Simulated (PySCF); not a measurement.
# C4H11BOSi: electronic excitations

Aim: predict the electronic excitations of C4H11BOSi (`C=CCB(C)O[SiH3]`).

Computed with PySCF 2.14.0, with density-fitted response routines of our own, on a single molecule in the gas phase. Atoms count from 0, in the outputs and in this text.

### 1 Starting geometry

18 atoms, charge 0, multiplicity 1; geometry from: GFN2-xTB.

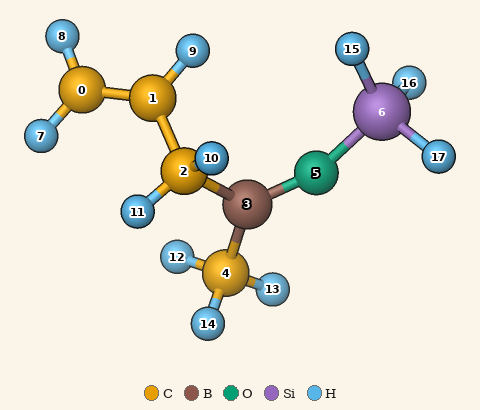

As it starts; carbon amber, boron brown, oxygen teal, silicon purple, hydrogen blue, atoms numbered.

### 2 Excited states and response: wB97X-D/def2-SVPD

The job: settings as JSON, then the geometry in Å.

```
{"job": {"kind": "uv", "xc": "wB97X-D", "basis": "def2-SVPD", "nstates": 8, "ntriplets": 3}, "charge": 0, "multiplicity": 1}
C     -2.760050     0.521924     0.069027
C     -1.568757     0.367534     0.619182
C     -0.716727    -0.854641     0.483079
B      0.555133    -0.491883    -0.435076
C      0.581553    -0.924626    -1.963854
O      1.556573     0.204704     0.075860
Si     2.332420     1.026982     1.224333
H     -3.221521    -0.261728    -0.509568
H     -3.327649     1.430808     0.177580
H     -1.127581     1.174190     1.191757
H     -0.375541    -1.154050     1.476777
H     -1.309962    -1.666672     0.063816
H     -0.272030    -0.497148    -2.486891
H      1.483834    -0.604592    -2.478060
H      0.498750    -2.004186    -2.072044
H      1.483770     1.294788     2.390367
H      2.720895     2.274517     0.569782
H      3.458131     0.170397     1.592275
```

With the program's defaults for keys left out, this is: TDDFT wB97X-D/def2-SVPD, vertical, gas phase, core orbitals frozen in the response.

The run is started by

```sh
OMP_NUM_THREADS=1 python probes_run.py task.json out
```

This one command runs all jobs of the session in turn.

What it wrote:

```text
coarse grid: 14960 points
cycle   1  E = -548.1322229143  dE =  8.061e-01  |g| = 7.074e-01  |ddm| = 6.634e+00
cycle   2  E = -548.1159472071  dE =  1.628e-02  |g| = 8.172e-01  |ddm| = 1.984e+00
cycle   3  E = -548.2365087341  dE = -1.206e-01  |g| = 7.387e-02  |ddm| = 8.980e-01
cycle   4  E = -548.2377085628  dE = -1.200e-03  |g| = 2.852e-02  |ddm| = 2.121e-01
cycle   5  E = -548.2379381084  dE = -2.295e-04  |g| = 2.948e-03  |ddm| = 9.336e-02
cycle   6  E = -548.2379421107  dE = -4.002e-06  |g| = 8.662e-04  |ddm| = 2.051e-02
final grid: 138272 points
cycle   7  E = -548.3189310832  dE = -1.147e-04  |g| = 3.530e-03  |ddm| = 2.187e-01
cycle   8  E = -548.3189342862  dE = -3.203e-06  |g| = 1.933e-03  |ddm| = 2.788e-02
cycle   9  E = -548.3189351657  dE = -8.795e-07  |g| = 6.064e-04  |ddm| = 5.902e-03
cycle  10  E = -548.3189352715  dE = -1.058e-07  |g| = 2.183e-04  |ddm| = 2.920e-03
cycle  11  E = -548.3189352829  dE = -1.145e-08  |g| = 6.232e-05  |ddm| = 5.290e-04
cycle  12  E = -548.3189352843  dE = -1.380e-09  |g| = 1.585e-05  |ddm| = 2.590e-04
cycle  13  E = -548.3189352844  dE = -1.226e-10  |g| = 6.829e-06  |ddm| = 8.803e-05
converged SCF energy = -548.3189352844

Static polarisability (au): isotropic 91.246, principal 76.964 88.811 107.964

Singlet excitations
state   eV       nm        f      main configurations
  1   5.9741    207.5   0.07780   H->L+1 0.63, H->L 0.14
  2   6.7392    184.0   0.02010   H->L 0.71, H->L+1 0.10
  3   7.1993    172.2   0.24564   H->L+4 0.58, H->L+1 0.12, H->L+2 0.10
  4   7.3790    168.0   0.07746   H-1->L 0.34, H-1->L+1 0.15, H->L+5 0.09
  5   7.6257    162.6   0.00749   H->L+3 0.68, H->L+5 0.11, H->L+9 0.09
  6   7.6963    161.1   0.00821   H-1->L+1 0.43, H->L+4 0.20, H->L+5 0.12
  7   7.9329    156.3   0.01269   H->L+5 0.34, H->L+2 0.17
  8   8.1004    153.1   0.00403   H-3->L+1 0.28, H-2->L 0.13, H-4->L+1 0.10

Triplet excitations (Tamm-Dancoff, eV): 4.4294 5.8660 6.6797
```

Run time: 1.9 min. Hardware: 1 thread of Arm Neoverse N1, shared host; peak memory 0.99 GiB.

The orbitals next to the gap, with their largest atomic shares:

```tsv
orbital	eV	atoms
HOMO−3	-11.41	C1 14 %, C2 13 %, Si6 12 %
HOMO−2	-11.22	O5 26 %, Si6 25 %, H17 21 %
HOMO−1	-10.27	O5 23 %, C1 15 %, C4 12 %
HOMO	-8.79	C0 29 %, C1 22 %, C2 14 %
LUMO	1.61	B3 24 %, Si6 24 %, H17 6 %
LUMO+1	1.79	B3 25 %, C1 14 %, C0 13 %
LUMO+2	2.16	Si6 54 %, H15 12 %, H16 9 %
```

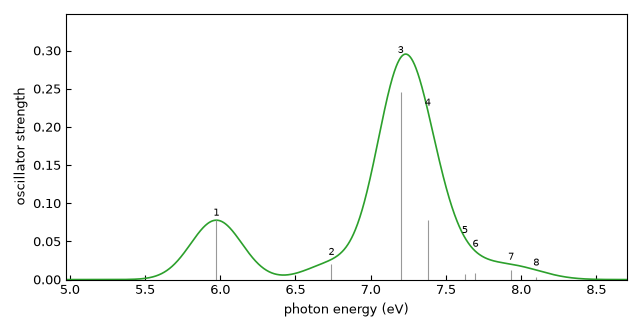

Absorption spectrum from the 8 singlet states computed; above the last one it falls off for lack of states. Lines are broadened to a width of 0.40 eV (Gaussian).

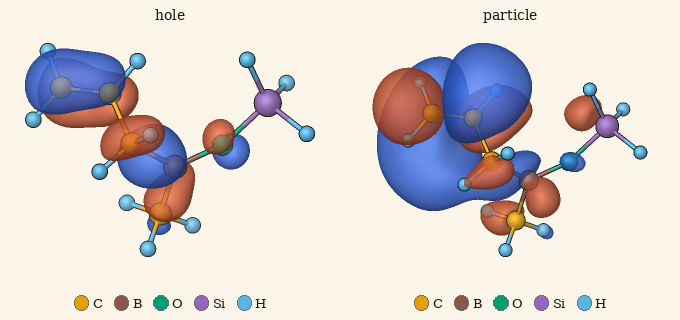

Leading natural transition orbitals of singlet state 3: the electron leaves the hole (left) for the particle orbital (right).

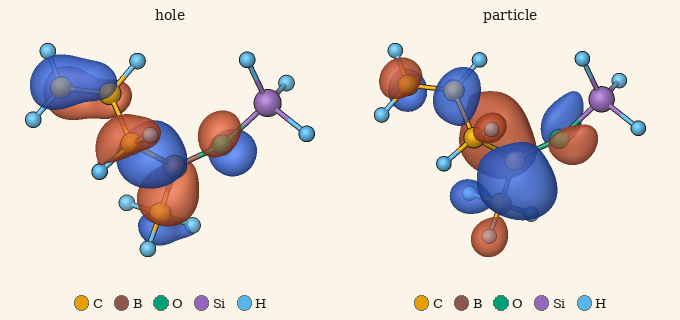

Leading natural transition orbitals of singlet state 1: the electron leaves the hole (left) for the particle orbital (right).

Further results of this job:

```tsv
property	computed
dipole moment (D)	0.76
polarisability (Å³)	13.52
HOMO–LUMO gap (eV)	10.40
−ε(HOMO) (eV)	8.79
```

Orbitals, density, ELF and potential are computed afterwards from the orbital file.

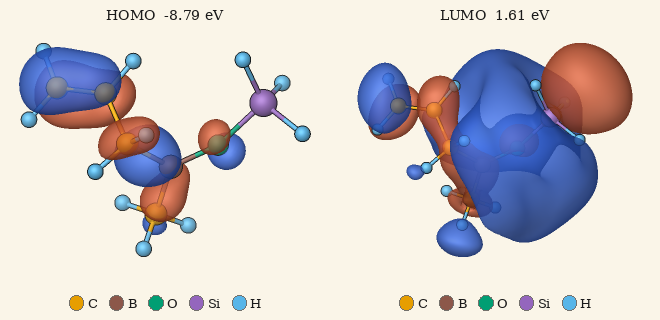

Frontier orbitals at wB97X-D/def2-SVPD; each surface holds 70 % of the orbital's density, blue and red mark the sign.

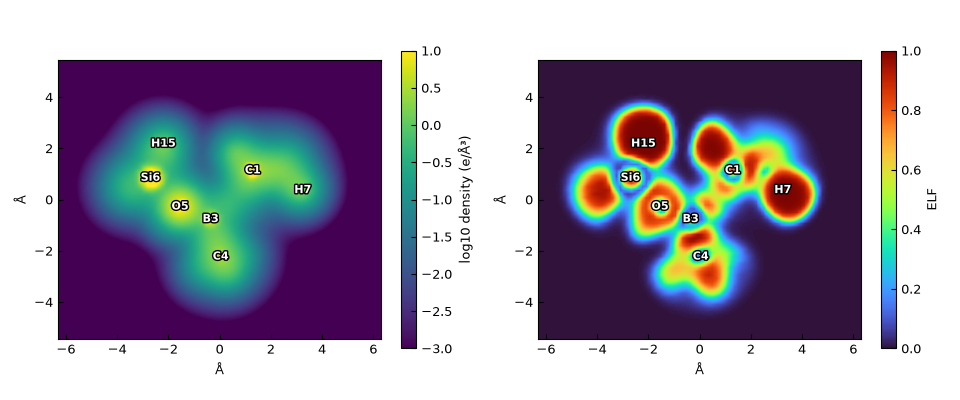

Density (left) and ELF (right) in a plane through or near 7 of the atoms.

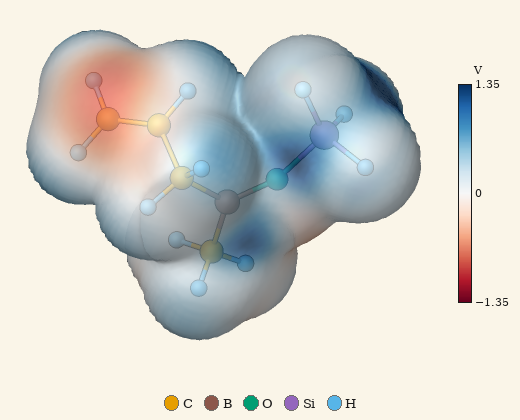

The potential that a unit positive charge feels on the 0.002 e/bohr³ surface, from -0.69 V near C0 to 1.35 V near H16.

### 3 What came out

| quantity | value |
| --- | --- |
| lowest singlet (wB97X-D/def2-SVPD) | 5.97 eV (208 nm), f = 0.078 |
| brightest single state of those computed | state 3, 7.20 eV, f = 0.246 |
| lowest triplet | 4.43 eV |
| surface potential, least and greatest | -0.69 V and 1.35 V |

What this shows: The lowest singlet, at 5.97 eV, is HOMO→LUMO+1 0.63, HOMO→LUMO 0.14 and is bright; of the 8 states computed, the strongest absorption comes from state 3 at 7.20 eV. The lowest triplet lies 1.54 eV below the lowest singlet (triplets in Tamm-Dancoff, singlets in full TDDFT).
